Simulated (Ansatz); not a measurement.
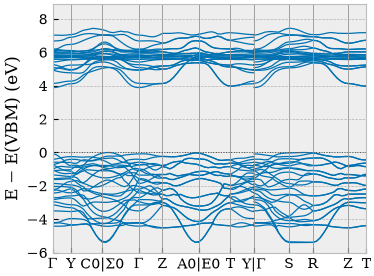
Fig. 1. Band structure from the program Ansatz at the r²SCAN level (PAW)

Q: Read off the gap and where the band edges lie.

A: About 3.9 eV (3.89 eV by a search for the band edges); maximum on the Σ0–Γ line, 17 % of the way from Σ0, minimum at Γ.

The material is LaTaO4 in space group Cmc2_1 (No. 36; Pearson symbol oS24).

The first step of the workflow began from a Materials Project structure, measured or hypothetical; the Crystallography Open Database files this formula in space group No. 36, but the cells were not matched. Its standing as an ambient phase is unchecked. The cell was relaxed with r²SCAN under the symmetry of its start; whether a distortion lowers the energy is not shown. The run is not spin-polarised. Spin–orbit coupling is left out wherever it is not named.

Potentials: the later of the program's two PAW sets.
